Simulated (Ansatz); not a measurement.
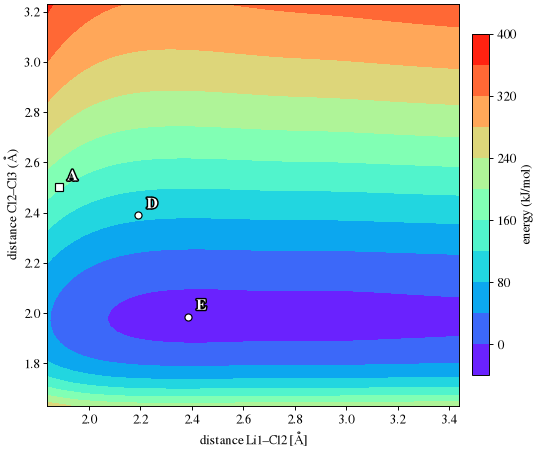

The system Li⁺ + Cl₂. First axis: distance Li1–Cl2. Second axis: distance Cl2–Cl3. Nothing is relaxed (the angle Li1–Cl2–Cl3 is fixed at 180 degrees). The scan uses a 17 × 17 grid. Energies are in kJ/mol, from Li with charge +1 far from the relaxed ClCl (each part in its own basis). The reference is spin-restricted, so regions where a bond is pulled apart into radicals lie too high. These are results of RKS BHLYP-D4/def2-TZVPD in Ansatz 0.2.0, not measurements.

In the figure: filled contours, lettered points. Between grid points the surface is interpolated.

Question: Is D the lowest point of the computed grid?

Answer: No. D lies 99 kJ/mol above the lowest grid point, which is at distance Li1–Cl2 = 2.386 Å, distance Cl2–Cl3 = 1.985 Å.

Question: What kind of point is each of A, D, E: minimum, saddle, maximum or slope?

Answer: A: on a slope; D: on a slope; E: minimum. (In these two coordinates alone; a stationary point may lie a little off the grid point.)

Question: Rank the lettered points by energy, lowest first.

Answer: E (−12 kJ/mol), D (87 kJ/mol), A (163 kJ/mol).
